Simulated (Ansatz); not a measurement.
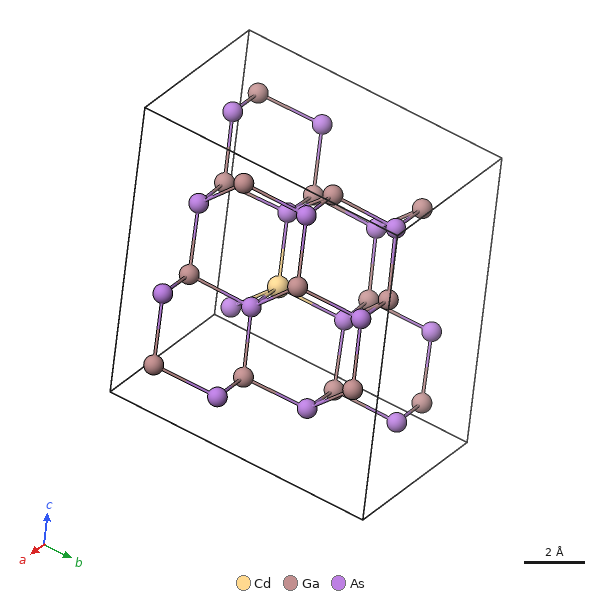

The crystal in a ball-and-stick representation, seen slightly off an axis. Thin lines show the supercell, with boundary atoms drawn in all their periodic places. The host is GaAs, in a cell of 32 sites, and the cell carries a charge of -1.

Question: Spot the defect.

Answer: Cadmium on a gallium site (a substitutional impurity). It is bonded to four As in a tetrahedral arrangement at about 2.5 Å.

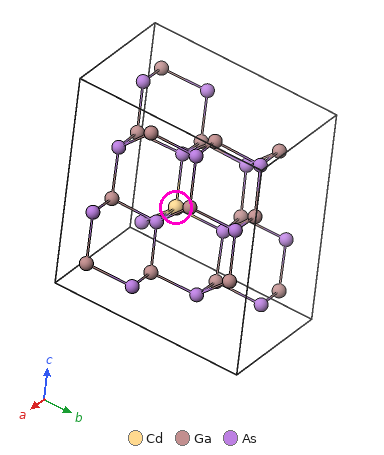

The same cell with a ring at the defect's site.

The atoms were relaxed in the host's cell with Ansatz, DFT LDA, scalar-relativistic, plane waves, PAW.
